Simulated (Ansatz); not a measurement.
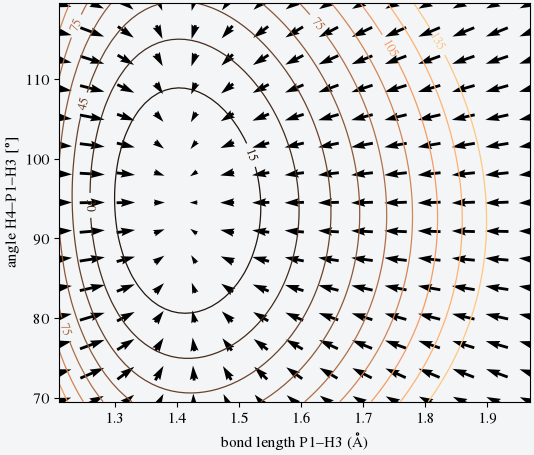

Energy landscape of P2H4. 
- First axis: bond length P1–H3. Second axis: angle H4–P1–H3.
- Nothing is relaxed (all other coordinates rigid).
- The grid has 15 × 15 points.
- Points are written as (first, second).
- Energies are in kJ/mol, from the relaxed molecule at the same level.
- All numbers below come from RHF/def2-TZVP in Ansatz 0.2.0.

The picture shows contour lines labelled in kJ/mol (none above 135), arrows along the force (downhill), their lengths compressed. Between grid points the surface is interpolated. 

**Summarise what can be read from the map.**

The lowest grid point is at (1.427 Å, 94.5°), 0.45 kJ/mol from the relaxed molecule at the same level. It is the only kind of minimum in the scanned range. The highest grid point, (1.969 Å, 119.5°), lies 204 kJ/mol above the lowest. Round the minimum the two coordinates are nearly uncoupled.

The input of one point:

```yaml
crystal:
  periodic: [false, false, false]
  atoms:
    - { symbol: P, position_ang: [-0.321063, -0.201776, -1.049627] }
    - { symbol: P, position_ang: [0.321752, 0.200849, 1.049597] }
    - { symbol: H, position_ang: [-1.703311, 0.070552, -0.822565] }
    - { symbol: H, position_ang: [-0.453962, -1.592297, -0.884495] }
    - { symbol: H, position_ang: [1.684665, -0.065088, 0.825488] }
    - { symbol: H, position_ang: [0.451922, 1.59168, 0.884886] }
basis:
  gaussian: { orbitals: def2-TZVP }
hamiltonian:
  xc: hf
output:
  forces: true
```

The whole map (225 points run) took 100 s on 1 thread of AMD EPYC 9R45 (Zen 5), with other jobs on the host.
